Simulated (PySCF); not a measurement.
## Electronic structure of C$_{3}$H$_{8}$AsGa in real space

```xyz
13

C    -3.3436   -0.2441    0.1432
C    -1.9762    0.2210    0.0282
C    -0.8275    0.6000   -0.0682
Ga    0.9831    1.2880   -0.2398
As    2.6697   -0.8983   -0.1268
H    -3.9702    0.2562   -0.5949
H    -3.3897   -1.3196   -0.0272
H    -3.7297   -0.0273    1.1391
H     1.4935    1.7646   -1.6372
H     1.7278    1.8092    1.0395
H     3.9015   -0.0686   -0.2472
H     3.3963   -2.0876   -0.6850
H     3.0606   -1.2930    1.2586
```

Geometry: GFN2-xTB.

Computed with CAM-B3LYP/def2-SVPD, SCF density, gas phase in PySCF 2.14.0.

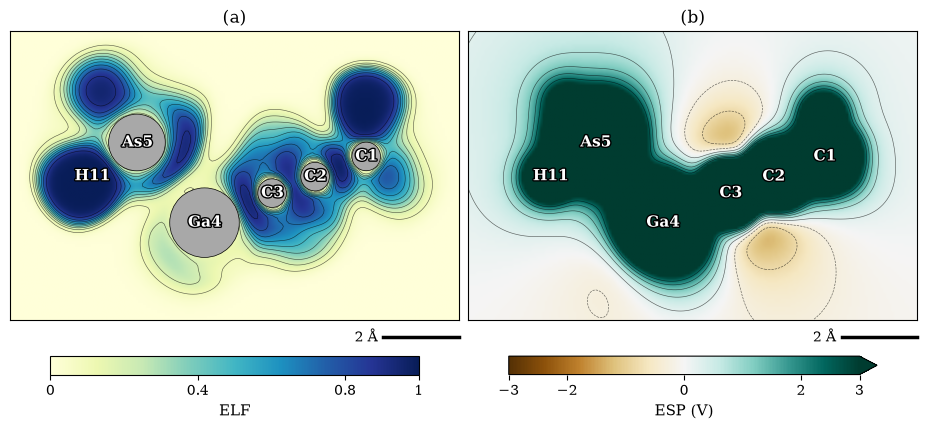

Figure 1. (a) ELF; (b) molecular electrostatic potential on the plane of atoms C3, Ga4 and As5. Grey discs cover the atomic cores in the ELF map.

**What does the map show?**

The section cuts through C, Ga, As and H sites. C–C (1.21 Å): the ELF peaks at about 0.85 between the atoms (a short, multiple covalent bond). C–Ga (1.94 Å): the ELF peaks at about 0.95 in the valence shell of C, 0.7 Å from its nucleus, and is about 0.50 at the midpoint. Ga–As (2.76 Å): the ELF peaks at about 0.80 between the atoms. As–H (1.49 Å): the ELF climbs to about 1 towards the hydrogen, as it does in any bond to H. Outside the dense part of the molecule the potential is most negative (−1.3 V) near C3.

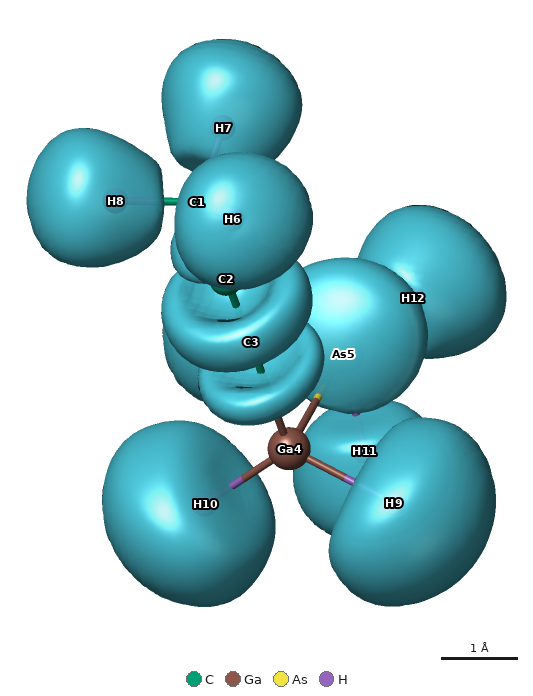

Figure 2. Isosurface of the ELF at 0.75 (cyan), seen at an oblique angle. Core shells and regions of very low density are left out.

**Identify the bonds, lone pairs and shells in this picture.**

The ELF exceeds this value in two regions between bonded C–C atoms (shared pairs), eight regions around hydrogen nuclei, one lobe of the valence shell of C pointing towards Ga (polar bonds) and one lobe on As, pointing away from the bonds (lone pairs).

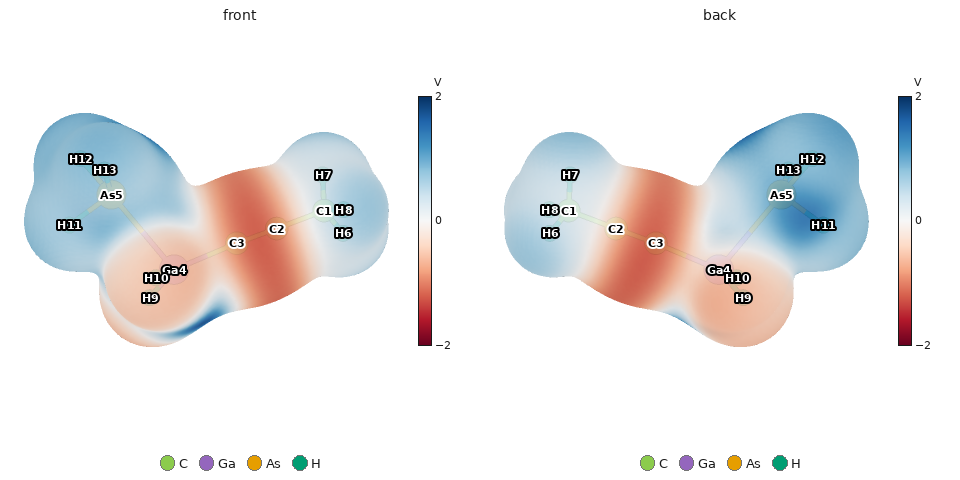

Figure 3. The electrostatic potential painted on the density surface at 0.002 e/bohr³, seen from the front and from behind; the colour scale runs from red (negative) to blue (positive).

**Where is the surface potential most negative and most positive?**

The most negative region (about −1.2 V, or −28 kcal/mol for a unit charge) lies over C2 and C3, the most positive (about +1.5 V, or +35 kcal/mol for a unit charge) over Ga4 and As5.

**What dipole moment does the calculation give?**

Its dipole moment is 2.55 D.
